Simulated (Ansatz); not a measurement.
**ClH$_{6}$Si$_{2}$ (charge −1): density, localisation and related maps**

```yaml
atoms:
  - { symbol: Cl, position_ang: [0.0374, -0.0070, -3.4884] }
  - { symbol: Si, position_ang: [-0.7640, 0.7526, -0.1941] }
  - { symbol: Si, position_ang: [0.6660, -0.7117, 0.9543] }
  - { symbol: H, position_ang: [-0.1845, 2.1195, 0.0730] }
  - { symbol: H, position_ang: [-0.7800, 0.3829, -1.7231] }
  - { symbol: H, position_ang: [-2.0284, 0.7264, 0.6416] }
  - { symbol: H, position_ang: [0.8107, -0.4065, 2.4258] }
  - { symbol: H, position_ang: [2.0640, -0.7225, 0.4096] }
  - { symbol: H, position_ang: [0.1790, -2.1337, 0.9014] }
```

At this geometry the atoms fall into two loosely joined parts.

Computed with RKS PBE0/def2-SVP in Ansatz.

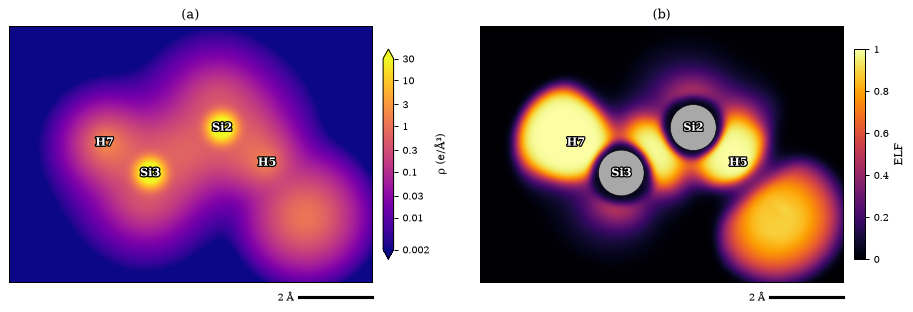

Figure 1. (a) electron density; (b) electron localisation function on the plane of atoms Si2, Si3 and H7. Grey discs cover the atomic cores in the ELF map.

Read the bonding off the picture.

Answer.
- Atoms in the plane: Si and H.
- Si–Si (2.35 Å): ρ is about 0.62 e/Å³ halfway; the ELF peaks at about 1 between the atoms, as expected for a shared electron pair.
- Si–H (1.51 Å): the density is about 0.72 e/Å³ at the midpoint; the ELF climbs to about 1 towards the hydrogen, as it does in any bond to H.

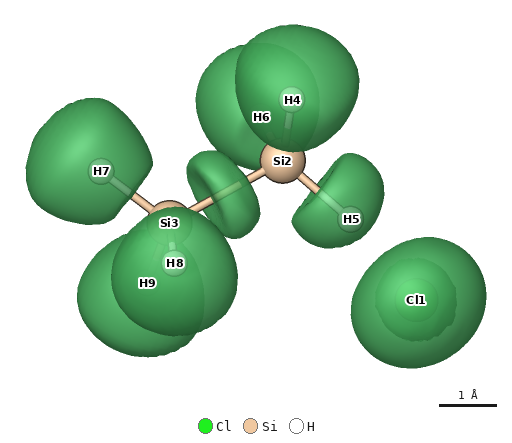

Figure 2. Isosurface of the electron localisation function at 0.8 (green), seen at a tilt. Core shells and regions of very low density are left out.

Describe the localisation domains.

Answer. The ELF exceeds this value in one region between bonded Si–Si atoms (shared pairs), five regions around hydrogen nuclei, one region wrapped around Cl (its valence shell) and one joined region spread over several atoms (H, Si), in which their bonds and any lone pairs are merged. Profiles from the grid: Cl1···H5 (1.98 Å): the ELF climbs to about 1 towards the hydrogen.

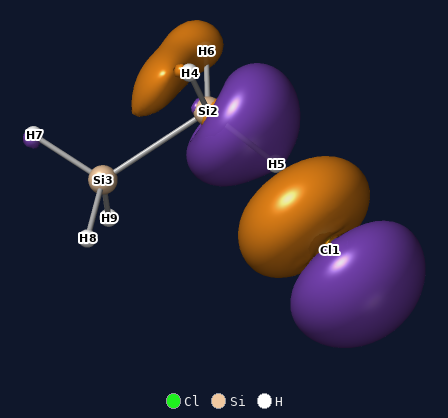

Figure 3. The HOMO at ±0.08 Å⁻³ᐟ² (orange and purple are the two phases), seen at a tilt.

Describe this orbital and give its energy.

Answer. It lies mainly on Cl1 (about 75 %) and Si2 (about 15 %); largely a lone pair of Cl1. Its energy is −0.76 eV.
